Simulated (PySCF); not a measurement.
Input file:

```
{"job": {"kind": "nmr", "xc": "PBE0", "basis": "pcSseg-1"}, "charge": 0, "multiplicity": 1}
C      3.381128    -1.666801     0.124264
C      2.395964    -0.553058     0.088900
C      2.541281     0.747586     0.605362
C      1.359946     1.379879     0.299943
N      0.594466     0.487156    -0.358237
C     -0.746160     0.677037    -0.833732
C     -1.792233     0.444220     0.269800
C     -3.161801     0.919291    -0.206664
C     -1.828625    -1.030840     0.655720
N      1.210986    -0.685962    -0.484328
H      3.844894    -1.732966     1.106524
H      4.166794    -1.500192    -0.612618
H      2.881696    -2.603155    -0.106966
H      3.387591     1.153394     1.120965
H      1.021270     2.378870     0.491585
H     -0.907685    -0.033656    -1.647185
H     -0.835457     1.695769    -1.222940
H     -1.499036     1.033184     1.146825
H     -3.912560     0.729685     0.556360
H     -3.452248     0.391557    -1.112539
H     -3.150513     1.986521    -0.417929
H     -0.835286    -1.378649     0.927194
H     -2.495680    -1.189105     1.499532
H     -2.180469    -1.630000    -0.181111
```

Run with:

```sh
OMP_NUM_THREADS=1 python probes_run.py task.json out
```

Geometry: GFN2-xTB.

Level of theory: PySCF 2.14.0, PBE0/pcSseg-1, SCF density, gas phase, non-relativistic.

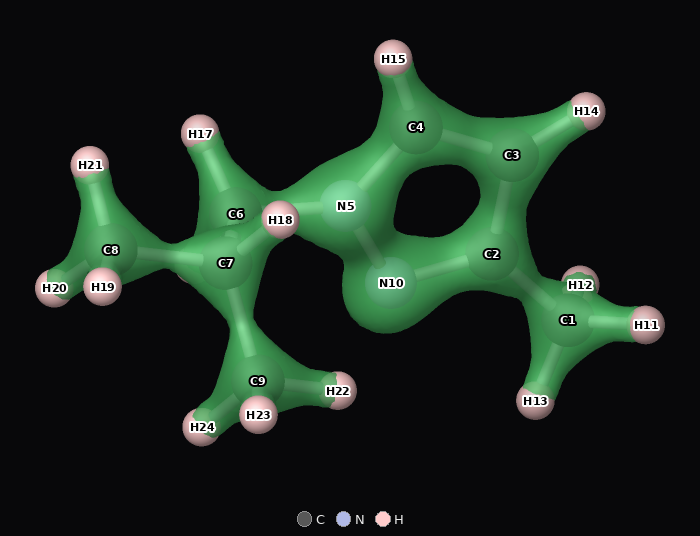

C8H14N2 (SMILES Cc1ccn(CC(C)C)n1). Isosurface of the total electron density at 1.5 e/Å³ (green), seen at a tilt.

What does this surface tell about the bonding?

At this value the surface is in one piece. It bridges the sampled C–N (1.32 Å), N–N (1.33 Å), C–C (1.37 Å) and C–H (1.07 Å) contacts, where the density stays above the isovalue. On the grid the lowest density along these lines, outside the cores, is 2.4 e/Å³ (C–N, 1.32 Å), 2.6 e/Å³ (N–N, 1.33 Å), 2.1 e/Å³ (C–C, 1.37 Å) and 1.9 e/Å³ (C–H, 1.07 Å).
